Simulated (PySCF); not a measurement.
C6H6OS, SMILES C=Cc1ccc(O)s1, GFN2-xTB optimised geometry. Atoms within 1.6 Å of the plane z = 1.5 Å (x, y, z in Å): C1 (-2.30, -2.08, 0.01), C2 (-0.98, -2.14, 0.00), C3 (-0.09, -1.00, 0.00), C4 (1.27, -1.00, 0.00), C5 (1.85, 0.28, 0.00), C6 (0.92, 1.27, 0.00), O7 (1.17, 2.59, 0.00), S8 (-0.70, 0.64, 0.00), H9 (-2.91, -2.96, 0.01), H10 (-2.82, -1.13, 0.01), H11 (-0.47, -3.09, -0.01), H12 (1.85, -1.91, 0.00), H13 (2.91, 0.47, 0.00), H14 (0.34, 3.09, 0.00).

Level of theory: PySCF with B3LYP/def2-TZVP.

Map of the HOMO−1 amplitude (bohr^(-3/2)) on the plane z = 1.5 Å; orbital energy -7.17 eV, overall sign arbitrary:

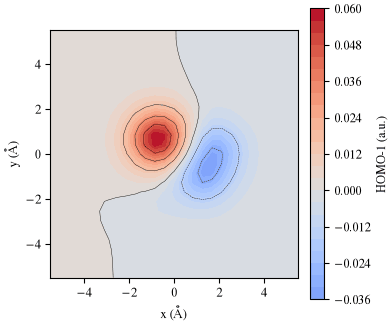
Fig. 1. HOMO−1 amplitude (bohr^(-3/2)) on the plane z = 1.5 Å.
